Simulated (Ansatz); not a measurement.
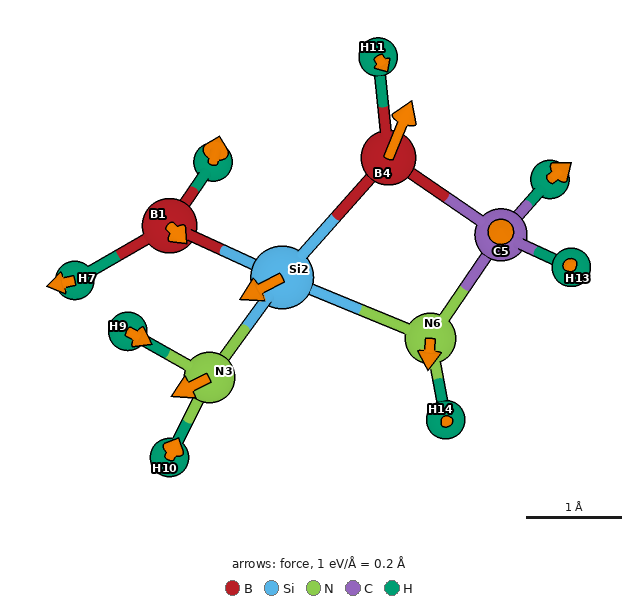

Starting geometry of CH8B2N2Si with the computed forces as orange arrows. Style: ball-and-stick. Shown from a free direction.

The run prepares an end point of a later path (torsion) calculation, from a guessed geometry.

The calculation used RKS PBE/def2-SVP in Ansatz 0.2.0. Set-up: no spin polarisation; force threshold 0.015 eV/Å; at most 40 steps.

### Is this structure relaxed? If not, where do the atoms go?

It isn't relaxed: the largest force vector, on a B atom, is 3.58 eV/Å. The final displacements have little in common with the starting forces (cosine between the two patterns 0.13). Over 30 accepted moves (31 points after the start) the energy falls by 61.0 kcal/mol. The largest force component goes from 2.9 to 0.011 eV/Å. The line search rejected the trial step at point 11 of the run. The atom that moves furthest after the best rigid fit is an H atom (1.63 Å). Largest moves by element: H 1.63 Å, B 1.15 Å, Si 0.73 Å, N 0.73 Å, C 0.50 Å. Near-neighbour distances that change, for instance: B–N 3.140 → 1.530 Å, N–Si 1.771 → 2.038 Å, B–Si 1.860 → 1.960 Å, B–Si 1.979 → 2.073 Å. New bonds form: B–N (3.14 → 1.53 Å). Among the angles between lasting bonds that change: B–Si–N 113.6° → 43.7°, Si–N–H 106.1° → 125.3°, N–Si–B 112.2° → 130.7°.
